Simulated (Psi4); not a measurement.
# One shape, several levels: doublet [BF3]−

Wanted: a comparison of 3 runs (UDSD-PBEP86/aug-cc-pVDZ, UOMP2/aug-cc-pVDZ, UMP3/aug-cc-pVDZ) of doublet [BF3]−. 

The calculation is run with Psi4 1.11.

## 1. The molecule

[BF3]−: 4 atoms, total charge -1, spin state doublet. SMILES of the parent species: `FB(F)F`. The shape is that of a GFN2-xTB optimisation. That shape belongs to the parent species and isn't relaxed for this state.

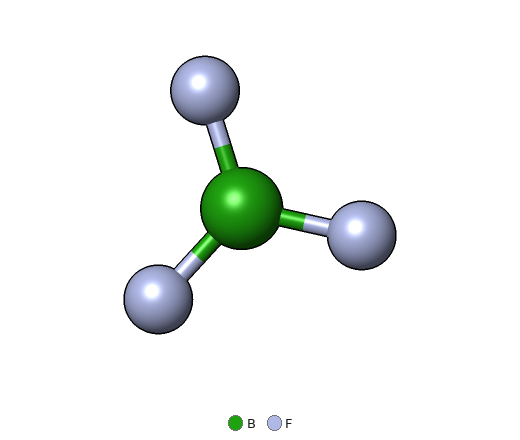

Viewed from a chosen angle; boron green, fluorine light blue.

## 2. A single-point energy at UDSD-PBEP86/aug-cc-pVDZ (density fitting for correlation) (run 1)

run.py reads:

```python
import numpy as np
from ase.calculators.psi4 import Psi4
from ase import Atoms

atoms = Atoms(['B', 'F', 'F', 'F'], positions=[
    [0.000110, 0.000040, -0.000210],
    [1.300290, -0.027650, 0.013460],
    [-0.626240, 1.139760, -0.017260],
    [-0.674160, -1.112140, 0.004010],
])
calc = Psi4(atoms=atoms, method='dsd-pbep86', basis='aug-cc-pVDZ', memory='1600MB', num_threads=1, charge=-1, multiplicity=2, label='bf3', reference='uks')
calc.psi4.set_options({'puream': True, 'e_convergence': 1e-09, 'd_convergence': 1e-08, 'scf_type': 'pk', 'dft_radial_points': 99, 'dft_spherical_points': 590, 'num_frozen_docc': 4, 'maxiter': 200})
atoms.calc = calc

print(f'energy: {atoms.get_potential_energy():.6f} eV')
```

Started as:

```console
$ python run.py
```

bf3.dat:

```text
[...]
  Running in c1 symmetry.
[...]
  Nuclear repulsion =  112.011173961466355
[...]
  Multiplicity = 2
[...]
  Nalpha       = 17
  Nbeta        = 16
[...]
    Number of basis functions: 92
[...]
   @UKS iter   1:  -323.49609691496238   -5.75103e-01   6.17218e-03 DIIS/ADIIS
[...]
   @UKS iter  15:  -323.68966148999067    1.28409e-10   7.04203e-09 DIIS
[...]
   @S^2 Observed:                7.500217344E-01
[...]
    Orbital Energies [Eh]
    ---------------------
    Alpha Occupied:
       1A    -25.653186     2A    -25.653147     3A    -25.653128
       4A     -7.353471     5A     -1.424947     6A     -1.381706
       7A     -1.381641     8A     -0.649212     9A     -0.606853
      10A     -0.606818    11A     -0.556976    12A     -0.490809
      13A     -0.490788    14A     -0.478446    15A     -0.478402
      16A     -0.450011    17A      0.057777
    Alpha Virtual:
      18A      0.126665    19A      0.142670    20A      0.142671
      21A      0.274695    22A      0.297699    23A      0.301260
      24A      0.301267    25A      0.354448    26A      0.354465
[...]
  @UKS Final Energy:  -323.68966148999067
   => Energetics <=
    Nuclear Repulsion Energy =            112.0111739614663549
    One-Electron Energy =                -677.6254992390386178
    Two-Electron Energy =                 252.0537074524617083
    DFT Exchange-Correlation Energy =     -10.1290436648801450
    Empirical Dispersion Energy =           0.0000000000000000
    VV10 Nonlocal Energy =                  0.0000000000000000
    Total Energy =                       -323.6896614899906695
[...]
 Multipole Moments:
 ------------------------------------------------------------------------------------
     Multipole            Electronic (a.u.)      Nuclear  (a.u.)        Total (a.u.)
 ------------------------------------------------------------------------------------
 L = 1.  Multiply by 2.5417464519 to convert [e a0] to [Debye]
 Dipole X            :          0.0005584           -0.0000500            0.0005084
 Dipole Y            :         -0.0003727           -0.0000171           -0.0003897
 Dipole Z            :         -0.0421580            0.0000955           -0.0420625
 Magnitude           :                                                    0.0420673
[...]
```

Standard output:

```text
energy: -8817.650786 eV
```

It took 22 s on 1 thread of AMD EPYC 7R43 (Zen 3), shared host; peak memory 0.95 GiB.

## 3. A single-point energy at UOMP2/aug-cc-pVDZ (density fitting for correlation) (run 2)

bf3.xyz reads:

```xyz
4
BF3
B      0.000110     0.000040    -0.000210
F      1.300290    -0.027650     0.013460
F     -0.626240     1.139760    -0.017260
F     -0.674160    -1.112140     0.004010
```

run_ase.py reads:

```python
import numpy as np
from ase.calculators.psi4 import Psi4
from ase.io import read

mol = read('bf3.xyz')
calc = Psi4(atoms=mol, method='omp2', basis='aug-cc-pVDZ', memory='1600MB', num_threads=1, charge=-1, multiplicity=2, label='psi4-calc', reference='uhf')
calc.psi4.set_options({'puream': True, 'e_convergence': 1e-09, 'd_convergence': 1e-08, 'scf_type': 'pk', 'num_frozen_docc': 4, 'maxiter': 200})
mol.calc = calc

print(f'energy: {mol.get_potential_energy():.6f} eV')
```

Started as:

```console
$ python run_ase.py
```

psi4-calc.dat:

```text
[...]
  Running in c1 symmetry.
[...]
  Nuclear repulsion =  112.011173961466355
[...]
  Multiplicity = 2
[...]
  Nalpha       = 17
  Nbeta        = 16
[...]
    Number of basis functions: 92
[...]
   @UHF iter   1:  -323.01014240967078   -7.62586e-01   5.53856e-03 DIIS/ADIIS
[...]
   @UHF iter  16:  -323.17020321591798    8.65725e-11   6.23003e-09 DIIS
[...]
   @S^2 Observed:                7.500175012E-01
[...]
    Orbital Energies [Eh]
    ---------------------
    Alpha Occupied:
       1A    -26.213976     2A    -26.213936     3A    -26.213914
       4A     -7.662079     5A     -1.562175     6A     -1.517645
       7A     -1.517578     8A     -0.729669     9A     -0.684854
      10A     -0.684816    11A     -0.631800    12A     -0.566372
      13A     -0.566349    14A     -0.553324    15A     -0.553278
      16A     -0.526993    17A      0.052062
    Alpha Virtual:
      18A      0.146480    19A      0.159915    20A      0.159916
      21A      0.323034    22A      0.323041    23A      0.332277
      24A      0.336513    25A      0.381597    26A      0.381619
[...]
  @UHF Final Energy:  -323.17020321591798
   => Energetics <=
    Nuclear Repulsion Energy =            112.0111739614663549
    One-Electron Energy =                -677.6318170988574821
    Two-Electron Energy =                 242.4504399214731052
    Total Energy =                       -323.1702032159179794
  UHF NO Occupations:
  HONO-2 :   15  A 1.9999982
  HONO-1 :   16  A 1.9999960
[...]
 Multipole Moments:
 ------------------------------------------------------------------------------------
     Multipole            Electronic (a.u.)      Nuclear  (a.u.)        Total (a.u.)
 ------------------------------------------------------------------------------------
 L = 1.  Multiply by 2.5417464519 to convert [e a0] to [Debye]
 Dipole X            :          0.0002820           -0.0000500            0.0002319
 Dipole Y            :         -0.0000866           -0.0000171           -0.0001036
 Dipole Z            :         -0.0132043            0.0000955           -0.0131088
 Magnitude           :                                                    0.0131112
[...]
	Warning: cc_lambda option is changed to TRUE
	For this residual convergence, default PCG convergence is:     1.00e-07
[...]
	DF-SCS-MP2 Total Energy (a.u.)     :  -323.82407523072135
	DF-SOS-MP2 Total Energy (a.u.)     :  -323.80992952119323
[...]
	DF-SCS-OMP2 Total Energy (a.u.)    :  -323.83115904701395
	DF-SOS-OMP2 Total Energy (a.u.)    :  -323.76576440665156
	DF-SCS(N)-OMP2 Total Energy (a.u.) :  -323.50566513888441
[...]
	DF-OMP2 Total Energy (a.u.)        :  -323.86105116626834
[...]
```

On the terminal:

```text
energy: -8812.708082 eV
```

Wall time 84 s (1 thread of AMD EPYC 7R43 (Zen 3), shared host); peak memory 0.36 GiB.

## 4. A single-point energy at UMP3/aug-cc-pVDZ (run 3)

input.dat reads:

```
memory 1.6 GB

molecule mol {
  -1 2
  B
  F 1 1.300547
  F 1 1.300602 2 120.01614
  F 1 1.300616 2 120.00244 3 -179.95711
  symmetry c1
}

set basis aug-cc-pVDZ
set reference uhf
set puream true
set e_convergence 1e-09
set d_convergence 1e-08
set scf_type pk
set num_frozen_docc 4
set maxiter 200
set mp_type conv

E, wfn = energy('mp3', return_wfn=True)
```

Started as:

```console
$ psi4 -n 1 input.dat output.dat
```

output.dat:

```text
[...]
  Running in c1 symmetry.
[...]
  Nuclear repulsion =  112.011179406720643
[...]
  Multiplicity = 2
[...]
  Nalpha       = 17
  Nbeta        = 16
[...]
    Number of basis functions: 92
[...]
   @UHF iter   1:  -323.01014239199293   -7.62586e-01   5.53856e-03 ADIIS/DIIS
[...]
   @UHF iter  16:  -323.17020321120714    8.65725e-11   6.22363e-09 DIIS
[...]
   @S^2 Observed:                7.500175012E-01
[...]
    Orbital Energies [Eh]
    ---------------------
    Alpha Occupied:
       1A    -26.213976     2A    -26.213937     3A    -26.213914
       4A     -7.662079     5A     -1.562175     6A     -1.517645
       7A     -1.517578     8A     -0.729669     9A     -0.684854
      10A     -0.684816    11A     -0.631800    12A     -0.566372
      13A     -0.566349    14A     -0.553324    15A     -0.553278
      16A     -0.526993    17A      0.052062
    Alpha Virtual:
      18A      0.146480    19A      0.159915    20A      0.159916
      21A      0.323034    22A      0.323041    23A      0.332277
      24A      0.336513    25A      0.381597    26A      0.381619
[...]
  @UHF Final Energy:  -323.17020321120714
   => Energetics <=
    Nuclear Repulsion Energy =            112.0111794067206432
    One-Electron Energy =                -677.6318277716898137
    Two-Electron Energy =                 242.4504451537620184
    Total Energy =                       -323.1702032112071379
  UHF NO Occupations:
  HONO-2 :   15  A 1.9999982
  HONO-1 :   16  A 1.9999960
[...]
 Multipole Moments:
 ------------------------------------------------------------------------------------
     Multipole            Electronic (a.u.)      Nuclear  (a.u.)        Total (a.u.)
 ------------------------------------------------------------------------------------
 L = 1.  Multiply by 2.5417464519 to convert [e a0] to [Debye]
 Dipole X            :          0.0132078           -0.0000959            0.0131119
 Dipole Y            :          0.0000396           -0.0000190            0.0000206
 Dipole Z            :          0.0001442           -0.0000486            0.0000956
 Magnitude           :                                                    0.0131123
[...]
	SCS-MP2 Total Energy (a.u.)        :  -323.82423003555186
	SOS-MP2 Total Energy (a.u.)        :  -323.81015796287301
[...]
	SOS-PI-MP2 Total Energy (a.u.)     :  -323.85938525146270
[...]
	MP2 Total Energy (a.u.)            :  -323.85237418090958
[...]
	SCS-MP3 Total Energy (a.u.)        :  -323.82357122009154
[...]
	MP3 Total Energy (a.u.)            :  -323.84973891906822
[...]
```

Run time: 25 s. Hardware: 1 thread of AMD EPYC 7R43 (Zen 3), shared host; peak memory 0.7 GiB.

## 5. Overview of the runs

```tsv
run	level	integration grid	fitting correlation	energy (Eh)	HOMO energy (eV)	LUMO energy (eV)	⟨S²⟩	wall time
1	UDSD-PBEP86/aug-cc-pVDZ (density fitting for correlation)	99 radial × 590 angular	density fitting	-324.042692	1.57	3.45	0.750	22 s
2	UOMP2/aug-cc-pVDZ (density fitting for correlation)	–	density fitting	-323.861051	1.42	3.99	0.750	84 s
3	UMP3/aug-cc-pVDZ	–	none	-323.849739	1.42	3.99	0.750	25 s
```

## 6. Results

```
                                                         quantity          value
                                              run 3: total energy  -323.84974 Eh
run 3: HOMO energy (Hartree–Fock orbitals) (highest over α and β)        1.42 eV
 run 3: LUMO energy (Hartree–Fock orbitals) (lowest over α and β)        3.99 eV
               run 3: correlation energy (4 core orbitals frozen)     -679.5 mEh
                         run 3: ⟨S²⟩ of the reference determinant          0.750
```

What this shows: In runs 1, 2, 3 the HOMO lies above zero, so the outermost electron may be held by the basis alone. All runs together took 2.2 min, the longest 84 s.
